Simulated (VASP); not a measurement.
# Co: surface energy and work function by face, part 4 of 5

Aim: compare the low-index faces of Co at one level of theory.

VASP 6.6.1; PBEsol, spin-polarised from a ferromagnetic start; plane waves and PAW (Co).

Still holding for the runs below: The magnetic state follows from one typed start and may not be the lowest.

So far. Step 4 (Surface relaxation, 8 atoms, face Co(0001)): The run ended after 5 ionic steps, 0.025 eV below its first step, once the forces on the free atoms met EDIFFG = -0.03. Step 5 (Vacuum level and density of states, 8 atoms, face …): The vacuum level lies 5.10 eV above the Fermi level at the upper face; both faces agree, as the slab has next to no dipole.

### 6. Relaxing the slab, 12 atoms, face Co(10-10)

System of this step: Co(10-10). The cell holds 12 atoms: 12 Co. Cell: a = 2.453 Å, b = 3.961 Å, c = 26.331 Å, α = 90.0°, β = 90.0°, γ = 90.0°. It derives from Co. 12 layers of hcp Co, cut at this functional's lattice. Vacuum lies along c.

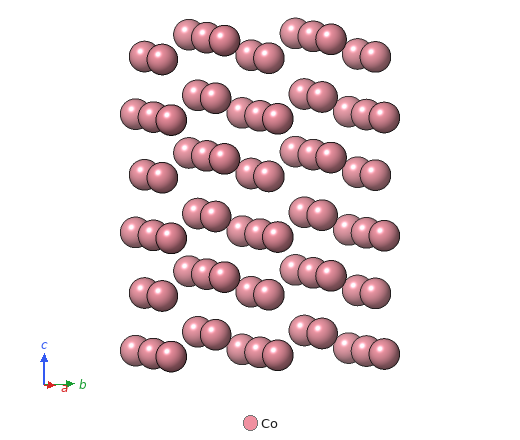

The cell of this step (cobalt pink). 2×2×1 cells are drawn. Some periodic images of atoms are drawn too.

Contents of INCAR:

```
SYSTEM = Co
PREC = Normal
ENCUT = 320
EDIFF = 1E-05
NELM = 120
ISMEAR = 1
SIGMA = 0.15
LREAL = .FALSE.
ALGO = Fast
GGA = PS
NBANDS = 86
ISPIN = 2
MAGMOM = 2 2 2 2 2 2 2 2 2 2 2 2
LASPH = .TRUE.
LMAXMIX = 4
LORBIT = 11
LWAVE = .FALSE.
LCHARG = .FALSE.
KPAR = 4
IBRION = 2
NSW = 40
ISIF = 2
EDIFFG = -0.03
POTIM = 0.4
MAXMIX = 40
```

Contents of POSCAR:

```
Co
1.0
    2.4531912211      0.0000000000      0.0000000000
    0.0000000000      3.9611132850      0.0000000000
    0.0000000000      0.0000000000     26.3308048950
Co
12
Direct
    0.0000000000      0.0000000000      0.2848374800
    0.5000000000      0.0000000000      0.3655234200
    0.5000000000      0.5000000000      0.3117327900
    0.0000000000      0.0000000000      0.4462093700
    0.0000000000      0.5000000000      0.3924187400
    0.5000000000      0.0000000000      0.5268953200
    0.5000000000      0.5000000000      0.4731046800
    0.0000000000      0.0000000000      0.6075812600
    0.0000000000      0.5000000000      0.5537906300
    0.5000000000      0.0000000000      0.6882672100
    0.5000000000      0.5000000000      0.6344765800
    0.0000000000      0.5000000000      0.7151625200
```

Contents of KPOINTS:

```
Automatic mesh
0
Gamma
12 8 1
0 0 0
```

The projector-augmented-wave data sets are Co (PBE family, release 64).

Run with:

```sh
> mpirun -np 4 vasp_std
```

The log of the run:

```text
[banner, memory and clock lines left out]
running    4 mpi-ranks, on    1 nodes
 distrk:  each k-point on    1 cores,    4 groups
 distr:  one band on    1 cores,    1 groups

 POSCAR found type information on POSCAR Co
 POSCAR found :  1 types and      12 ions
 [... a notice as in an earlier step ...]

 LDA part: xc-table for (Slater+PW92), standard interpolation
 POSCAR, INCAR and KPOINTS ok, starting setup
 FFT: planning ... GRIDC
 FFT: planning ... GRID_SOFT
 FFT: planning ... GRID
 WAVECAR not read
 entering main loop
       N       E                     dE             d eps       ncg     rms          rms(c)
DAV:   1     0.724540982930E+03    0.72454E+03   -0.35473E+04 12120   0.103E+03
DAV:   2    -0.347843076481E+02   -0.75933E+03   -0.69965E+03 12052   0.275E+02
DAV:   3    -0.102589542338E+03   -0.67805E+02   -0.60622E+02 12744   0.112E+02
DAV:   4    -0.104161777566E+03   -0.15722E+01   -0.15652E+01 13176   0.201E+01
DAV:   5    -0.104206821324E+03   -0.45044E-01   -0.45042E-01 18188   0.219E+00    0.399E+01
RMM:   6    -0.151728946291E+03   -0.47522E+02   -0.13385E+02 12044   0.640E+01    0.767E+01
RMM:   7    -0.130989662899E+03    0.20739E+02   -0.31538E+01 12080   0.292E+01    0.732E+01
RMM:   8    -0.108993371835E+03    0.21996E+02   -0.26540E+01 12132   0.284E+01    0.679E+01
RMM:   9    -0.940315561296E+02    0.14962E+02   -0.23970E+01 12098   0.275E+01    0.380E+01
RMM:  10    -0.995438493154E+02   -0.55123E+01   -0.15243E+01 12129   0.207E+01    0.576E+01
RMM:  11    -0.807013865643E+02    0.18842E+02   -0.65338E+00 12112   0.151E+01    0.202E+01
RMM:  12    -0.836092005119E+02   -0.29078E+01   -0.29266E+00 12141   0.867E+00    0.262E+01
RMM:  13    -0.837678436465E+02   -0.15864E+00   -0.18593E+00 12140   0.760E+00    0.124E+01
RMM:  14    -0.870854827370E+02   -0.33176E+01   -0.21068E+00 12167   0.647E+00    0.178E+01
RMM:  15    -0.869383567223E+02    0.14713E+00   -0.14710E+00 12155   0.584E+00    0.762E+00
RMM:  16    -0.881526314457E+02   -0.12143E+01   -0.72716E-01 12250   0.258E+00    0.813E+00
RMM:  17    -0.889901617289E+02   -0.83753E+00   -0.93866E-01 12497   0.230E+00    0.524E+00
RMM:  18    -0.893953559720E+02   -0.40519E+00   -0.56766E-01 12338   0.240E+00    0.213E+00
RMM:  19    -0.894514618040E+02   -0.56106E-01   -0.65592E-02 12179   0.935E-01    0.206E+00
RMM:  20    -0.894614484652E+02   -0.99867E-02   -0.98803E-03 12366   0.430E-01    0.169E+00
RMM:  21    -0.894963862483E+02   -0.34938E-01   -0.15235E-02 12127   0.519E-01    0.155E+00
RMM:  22    -0.895173421865E+02   -0.20956E-01   -0.38026E-03 12272   0.211E-01    0.146E+00
RMM:  23    -0.895501275845E+02   -0.32785E-01   -0.57968E-03 12376   0.201E-01    0.129E+00
RMM:  24    -0.895712455436E+02   -0.21118E-01   -0.65520E-03 12466   0.213E-01    0.108E+00
RMM:  25    -0.895715188576E+02   -0.27331E-03   -0.19707E-03 12144   0.178E-01    0.833E-01
RMM:  26    -0.895728262999E+02   -0.13074E-02   -0.18304E-03 12196   0.133E-01    0.773E-01
RMM:  27    -0.895816657046E+02   -0.88394E-02   -0.12506E-03 12254   0.109E-01    0.553E-01
RMM:  28    -0.895944357200E+02   -0.12770E-01   -0.16585E-03 12475   0.126E-01    0.282E-01
RMM:  29    -0.896037833403E+02   -0.93476E-02   -0.44889E-04 12079   0.983E-02    0.143E-01
RMM:  30    -0.896078251052E+02   -0.40418E-02   -0.89546E-05 11185   0.347E-02    0.112E-01
RMM:  31    -0.896151380555E+02   -0.73130E-02   -0.15433E-04 10877   0.349E-02    0.860E-02
RMM:  32    -0.896267394301E+02   -0.11601E-01   -0.25970E-04 11138   0.352E-02    0.803E-02
RMM:  33    -0.896406951757E+02   -0.13956E-01   -0.62388E-04 11820   0.500E-02    0.695E-02
RMM:  34    -0.896443707376E+02   -0.36756E-02   -0.77798E-05  9585   0.227E-02    0.502E-02
RMM:  35    -0.896491394743E+02   -0.47687E-02   -0.11049E-04  9355   0.218E-02    0.277E-02
RMM:  36    -0.896517168648E+02   -0.25774E-02   -0.30450E-05  8378   0.132E-02    0.183E-02
RMM:  37    -0.896530524122E+02   -0.13355E-02   -0.94041E-06  7805   0.963E-03    0.135E-02
RMM:  38    -0.896537634132E+02   -0.71100E-03   -0.46263E-06  7532   0.771E-03    0.762E-03
RMM:  39    -0.896539285135E+02   -0.16510E-03   -0.95885E-07  6879   0.399E-03    0.544E-03
RMM:  40    -0.896539685436E+02   -0.40030E-04   -0.35666E-07  5701   0.276E-03    0.329E-03
RMM:  41    -0.896539757491E+02   -0.72055E-05   -0.26264E-07  5844   0.264E-03
   1 F= -.89653976E+02 E0= -.89655326E+02  d E =-.896540E+02  mag=    19.4905
 curvature:   0.00 expect dE= 0.000E+00 dE for cont linesearch  0.000E+00
 trial: gam= 0.00000 g(F)=  0.319E-01 g(S)=  0.000E+00 ort = 0.000E+00 (trialstep = 0.100E+01)
 search vector abs. value=  0.319E-01
 bond charge predicted
       N       E                     dE             d eps       ncg     rms          rms(c)
DAV:   1    -0.896634215151E+02   -0.94530E-02   -0.47741E+00 12870   0.620E+00    0.110E+00
RMM:   2    -0.896746463432E+02   -0.11225E-01   -0.63138E-02 12053   0.141E+00    0.567E-01
RMM:   3    -0.896793594196E+02   -0.47131E-02   -0.13133E-02 12248   0.470E-01    0.248E-01
RMM:   4    -0.896794104913E+02   -0.51072E-04   -0.34429E-03 14132   0.237E-01    0.188E-01
RMM:   5    -0.896794600740E+02   -0.49583E-04   -0.52729E-04 12071   0.105E-01    0.113E-01
RMM:   6    -0.896794784806E+02   -0.18407E-04   -0.19480E-04 12027   0.660E-02    0.264E-02
RMM:   7    -0.896795363245E+02   -0.57844E-04   -0.56789E-05 10350   0.283E-02    0.127E-02
RMM:   8    -0.896795431455E+02   -0.68210E-05   -0.13960E-05  7998   0.150E-02
   2 F= -.89679543E+02 E0= -.89680837E+02  d E =-.255674E-01  mag=    19.4636
[... from here on, the cycles between the ionic steps are left out ...]
   3 F= -.89692806E+02 E0= -.89693829E+02  d E =-.388301E-01  mag=    19.4287
   4 F= -.89692888E+02 E0= -.89693879E+02  d E =-.389125E-01  mag=    19.4256
   5 F= -.89696776E+02 E0= -.89697824E+02  d E =-.388821E-02  mag=    19.4146
   6 F= -.89698364E+02 E0= -.89699466E+02  d E =-.547548E-02  mag=    19.4008
   7 F= -.89698378E+02 E0= -.89699478E+02  d E =-.549023E-02  mag=    19.4009
   8 F= -.89698973E+02 E0= -.89700105E+02  d E =-.594483E-03  mag=    19.3971
   9 F= -.89699391E+02 E0= -.89700557E+02  d E =-.101298E-02  mag=    19.3907
 curvature:  -2.33 expect dE=-0.580E-03 dE for cont linesearch -0.144E-05
 trial: gam= 0.51380 g(F)=  0.249E-03 g(S)=  0.000E+00 ort = 0.178E-04 (trialstep = 0.210E+01)
 search vector abs. value=  0.402E-03
 bond charge predicted
       N       E                     dE             d eps       ncg     rms          rms(c)
DAV:   1    -0.896990140971E+02    0.38267E-03   -0.26035E-01 12268   0.150E+00    0.249E-01
RMM:   2    -0.896982082455E+02    0.80585E-03   -0.30651E-03 12066   0.331E-01    0.128E-01
RMM:   3    -0.896995563544E+02   -0.13481E-02   -0.69933E-04 12667   0.114E-01    0.580E-02
RMM:   4    -0.896996694082E+02   -0.11305E-03   -0.17352E-04 12783   0.589E-02    0.345E-02
RMM:   5    -0.896997821574E+02   -0.11275E-03   -0.38868E-05  9807   0.258E-02    0.210E-02
RMM:   6    -0.896997644008E+02    0.17757E-04   -0.82155E-06  7319   0.129E-02    0.168E-02
RMM:   7    -0.896998175300E+02   -0.53129E-04   -0.26382E-06  7187   0.774E-03    0.110E-02
RMM:   8    -0.896998144835E+02    0.30465E-05   -0.81489E-07  6990   0.422E-03
  10 F= -.89699814E+02 E0= -.89700967E+02  d E =-.423018E-03  mag=    19.3866
 trial-energy change:   -0.000423  1 .order   -0.000400   -0.000541   -0.000260
 step:   4.0360(harm=  4.0360)  dis= 0.00583  next Energy=   -89.699911 (dE=-0.520E-03)
 reached required accuracy - stopping structural energy minimisation
```

Wall time 8.3 min (4 MPI ranks of Intel Xeon 6975P-C (Granite Rapids), shared host); peak memory 2.1 GiB.

Parts of OUTCAR (step 6):

```text
   k-points           NKPTS =     35   k-points in BZ     NKDIM =     35   number of bands    NBANDS=     86

   ENCUT  =  320.0 eV  23.52 Ry    4.85 a.u.   3.58  5.78 38.41*2*pi/ulx,y,z

   NELECT =     108.0000    total number of electrons

 E-fermi :   2.8056

 spin component 1
 k-point     1 :       0.0000    0.0000    0.0000
  band No.  band energies     occupation
    ...
     62       2.2521      1.00000
     63       2.3217      1.00002
     64       2.3813      1.00024
     65       2.3813      1.00024
     66       2.6716      1.01020
     67       3.2477     -0.00013
     68       3.7266     -0.00000
     69       4.5931     -0.00000
     70       6.1963      0.00000
     71       6.7931      0.00000
    ...

 k-point     2 :       0.0833    0.0000    0.0000
  band No.  band energies     occupation
    ...
     61       2.1794      1.00000
     62       2.2246      1.00000
     63       2.2845      1.00001
     64       2.3026      1.00001
     65       2.3145      1.00002
     66       3.0404     -0.02468
     67       4.0199     -0.00000
     68       4.0374     -0.00000
     69       5.0591     -0.00000
     70       6.5287      0.00000
    ...

  Total       -2.7472537     -2.6964562     -0.5978471      0.0000000      0.0000000      0.0000000
  in kB      -17.2026972    -16.8846145     -3.7435867      0.0000000      0.0000000      0.0000000
  external PRESSURE =     -12.6102995 kB  Pullay stress =       0.0000000 kB

 POSITION                                       TOTAL-FORCE (eV/Angst)
 -----------------------------------------------------------------------------------
      0.00000      0.00000      7.57318         0.000000      0.000000      0.013632
      1.22660      0.00000      9.62167         0.000000      0.000000      0.009889
      1.22660      1.98056      8.18766         0.000000      0.000000      0.020551
      0.00000      0.00000     11.75315         0.000000      0.000000     -0.006560
      0.00000      1.98056     10.31708         0.000000      0.000000      0.018348
      1.22660      0.00000     13.87867         0.000000      0.000000     -0.013543
      1.22660      1.98056     12.45213         0.000000      0.000000      0.013543
      0.00000      0.00000     16.01372         0.000000      0.000000     -0.018348
      0.00000      1.98056     14.57766         0.000000      0.000000      0.006560
      1.22660      0.00000     18.14315         0.000000      0.000000     -0.020551
      1.22660      1.98056     16.70913         0.000000      0.000000     -0.009889
      0.00000      1.98056     18.75762         0.000000      0.000000     -0.013632
 -----------------------------------------------------------------------------------
    total drift:                                0.000000      0.000000      0.000000

  FREE ENERGIE OF THE ION-ELECTRON SYSTEM (eV)
  ---------------------------------------------------
  free  energy   TOTEN  =       -89.6998144835 eV

  energy  without entropy=      -89.7032714288  energy(sigma->0) =      -89.70096680

 magnetization (x)
# of ion       s       p       d       tot
------------------------------------------
    1       -0.006  -0.033   1.792   1.753
    2       -0.016  -0.051   1.671   1.604
    3       -0.016  -0.046   1.688   1.626
    4       -0.015  -0.052   1.628   1.562
    5       -0.013  -0.053   1.663   1.597
    6       -0.015  -0.052   1.636   1.568
    7       -0.015  -0.052   1.636   1.568
    8       -0.013  -0.053   1.663   1.597
    9       -0.015  -0.052   1.628   1.562
   10       -0.016  -0.046   1.688   1.626
   11       -0.016  -0.051   1.671   1.604
   12       -0.006  -0.033   1.792   1.753
--------------------------------------------------
tot         -0.162  -0.573  20.156  19.421

[... 1 part as in an earlier step ...]

[... 20 further parts left out ...]
```

CONTCAR:

```
Co
   1.00000000000000
     2.4531912211000000    0.0000000000000000    0.0000000000000000
     0.0000000000000000    3.9611132850000002    0.0000000000000000
     0.0000000000000000    0.0000000000000000   26.3308048950000000
  Co
    12
Direct
     0.0000000000000000    0.0000000000000000    0.2876167738543257
     0.5000000000000000    0.0000000000000000    0.3654150150149023
     0.5000000000000000    0.5000000000000000    0.3109534665561433
     0.0000000000000000    0.0000000000000000    0.4463649470495945
     0.0000000000000000    0.5000000000000000    0.3918255862064639
     0.5000000000000000    0.0000000000000000    0.5270888644348658
     0.5000000000000000    0.5000000000000000    0.4729111355651341
     0.0000000000000000    0.0000000000000000    0.6081744137935360
     0.0000000000000000    0.5000000000000000    0.5536350529504055
     0.5000000000000000    0.0000000000000000    0.6890465334438566
     0.5000000000000000    0.5000000000000000    0.6345849849850979
     0.0000000000000000    0.5000000000000000    0.7123832261456745
```

The run keeps the 8 symmetry operations of its start, so it cannot find a distortion of lower symmetry.

Relaxation path:

| step | energy less that of the first step (eV) | largest force (eV/Å) |
| --- | --- | --- |
| 1 | 0.0000 | 0.5352 |
| 2 | -0.0256 | 0.3474 |
| 3 | -0.0388 | 0.1569 |
| 4 | -0.0389 | 0.1844 |
| 5 | -0.0428 | 0.1078 |
| 6 | -0.0444 | 0.0686 |
| 7 | -0.0444 | 0.0623 |
| 8 | -0.0450 | 0.0363 |
| 9 | -0.0454 | 0.0452 |
| 10 | -0.0458 | 0.0206 |

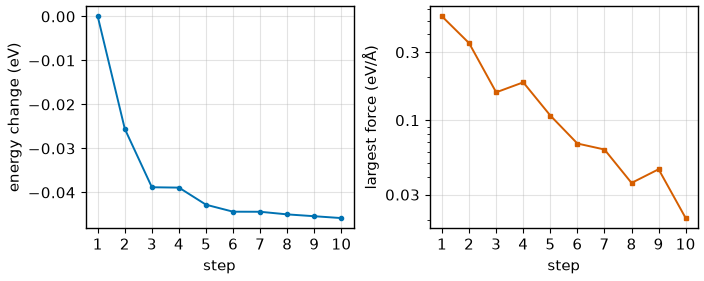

Energy and largest force along the relaxation.

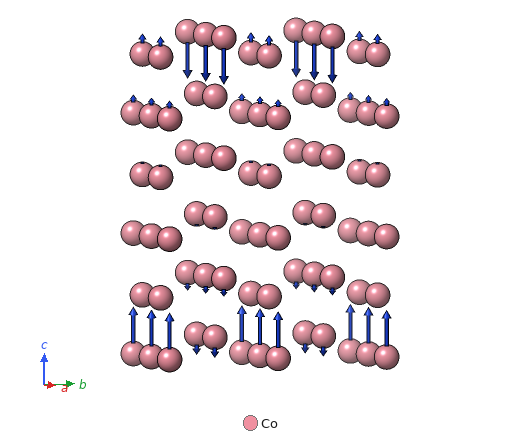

Displacements in the relaxation, exaggerated; the longest in the cell stands for 0.07 Å. 2×2×1 cells are drawn. Some periodic images of atoms are drawn too.

The atoms that moved most (Å):

| atom | dx | dy | dz | length |
| --- | --- | --- | --- | --- |
| Co1 | 0.000 | 0.000 | 0.073 | 0.073 |
| Co12 | 0.000 | 0.000 | -0.073 | 0.073 |
| Co10 | 0.000 | 0.000 | 0.021 | 0.021 |
| Co3 | 0.000 | 0.000 | -0.021 | 0.021 |
| Co8 | 0.000 | 0.000 | 0.016 | 0.016 |
| Co5 | 0.000 | 0.000 | -0.016 | 0.016 |
| Co6 | 0.000 | 0.000 | 0.005 | 0.005 |
| Co7 | 0.000 | 0.000 | -0.005 | 0.005 |

Final coordinates:

```xyz
12
Lattice="2.4532 0.0000 0.0000 0.0000 3.9611 0.0000 0.0000 0.0000 26.3308" Properties=species:S:1:pos:R:3
Co    0.0000    0.0000    7.5732
Co    1.2266    0.0000    9.6217
Co    1.2266    1.9806    8.1877
Co    0.0000    0.0000   11.7531
Co    0.0000    1.9806   10.3171
Co    1.2266    0.0000   13.8787
Co    1.2266    1.9806   12.4521
Co    0.0000    0.0000   16.0137
Co    0.0000    1.9806   14.5777
Co    1.2266    0.0000   18.1431
Co    1.2266    1.9806   16.7091
Co    0.0000    1.9806   18.7576
```

This step gave:

| Item | Value |
| --- | --- |
| electronic cycles | 104 |
| electrons | 108 |
| free energy (TOTEN) | -89.6998 eV |
| energy at zero smearing | -89.7010 eV |
| Fermi energy | 2.806 eV |
| moment of the cell, from the last line of the log | 19.39 μB |

Spin moment in the PAW sphere by atom:

| atom | spin moment in the PAW sphere (μB) |
| --- | --- |
| Co1 | 1.75 |
| Co2 | 1.60 |
| Co3 | 1.63 |
| Co4 | 1.56 |
| Co5 | 1.60 |
| Co6 | 1.57 |
| Co7 | 1.57 |
| Co8 | 1.60 |
| Co9 | 1.56 |
| Co10 | 1.63 |
| Co11 | 1.60 |
| Co12 | 1.75 |

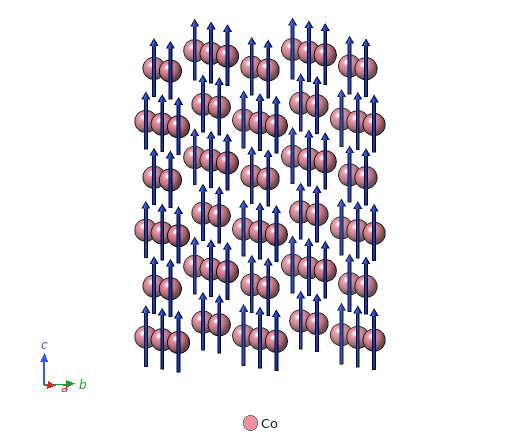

Spin moment in the PAW sphere as arrows, the longest 1.75 μB. Up and down stand for the sign. Arrows give size and sign along the axis of quantisation, drawn up and down the page. 2×2×1 cells are drawn. Some periodic images of atoms are drawn too.

The run ended after 10 ionic steps, 0.046 eV below its first step, once the forces on the free atoms met EDIFFG = -0.03.

(Continued in part 5 of 5.)

[Lines on the potential files, build, host, timing and source positions are cut from VASP's logs without a mark.]

[Logs are printed without paths, hosts, clocks, repeated set-up lines and the standing remarks that a program may print on its own settings, such as how far it seeks lower states.]

[Hosts, paths, dates, database ids (printed as entryN), source tags and the programs' standing remarks are cut or masked in the printed files.]

[Runs that stopped without an error message from VASP are left out.]
